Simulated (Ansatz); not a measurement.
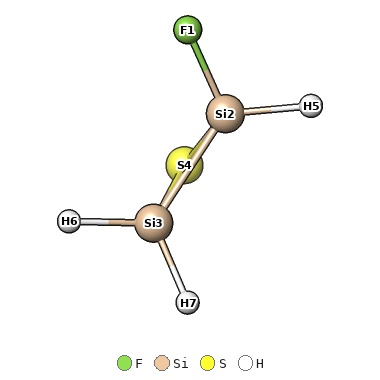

The system is FH₃SSi₂ (SMILES F[SiH]1[SiH2]S1) with the probe HF; the picture shows it without the atoms that are moved over the map. The probe is moved over a plane parallel to the molecule's main plane, 4.28 Å above it. First axis: x of the probe's F atom. Second axis: y of the probe's F atom. Nothing is relaxed (molecule and probe rigid, the probe upright with F nearest the plane). The grid has 21 × 17 points. Energies: meV, counted from the lowest grid point. Method: Ansatz, RKS PBE0-D4/def2-SVP.

Range: x of the probe's F atom from −3.80 to 3.80 Å; y of the probe's F atom from −3.04 to 3.04 Å.

What will the energy surface look like?

The lowest grid point is at x of the probe's F atom = 0.00 Å, y of the probe's F atom = 0.38 Å. It is the only kind of minimum in the scanned range. The highest grid point, x of the probe's F atom = −3.42 Å, y of the probe's F atom = −3.04 Å, lies 97 meV above the lowest. Near the minimum the curvatures are about 0.011 and 0.033 eV/Å² along the soft and the stiff direction.

```
y of the probe's F atom ↓, x of the probe's F atom →  −3.80  −3.04  −2.28  −1.52  −0.76  0.00  0.76  1.52  2.28  3.04  3.80
                                                2.66     77     71     66     62     59    56    55    60    69    78    85
                                                1.90     75     67     59     51     41    31    28    35    50    69    82
                                                1.14     76     67     56     41     21     8     6    11    27    54    77
                                                0.38     80     71     58     37     12     0     3     5    15    43    73
                                               −0.38     85     79     67     44     17     4     7     7    14    41    72
                                               −1.14     90     87     78     60     35    16    11    13    25    52    77
                                               −1.90     94     93     88     77     60    42    33    35    48    69    84
                                               −2.66     96     96     94     89     81    71    65    65    73    83    89
```

The table holds every second grid line.

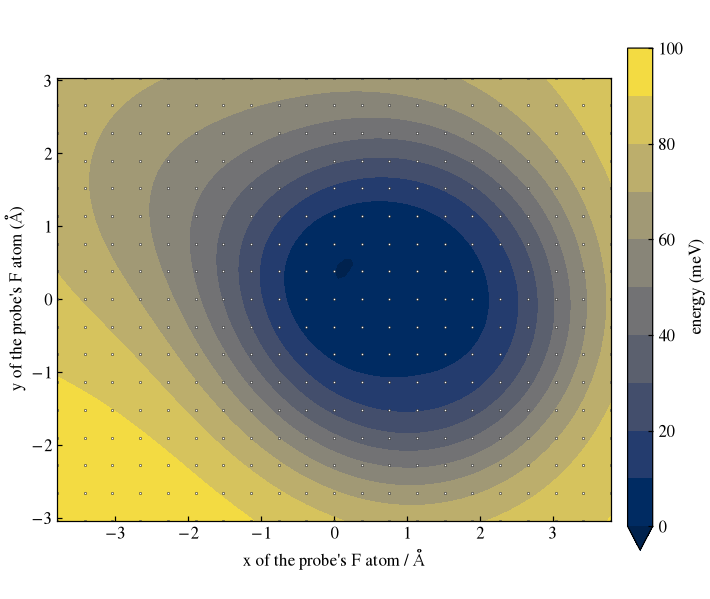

Drawn: filled contours, dots at the grid points. Between grid points the surface is interpolated.

Time for the 357 points that were run: 14 min on 1 thread of Intel(R) Xeon(R) 6975P-C (Granite Rapids) (shared host).
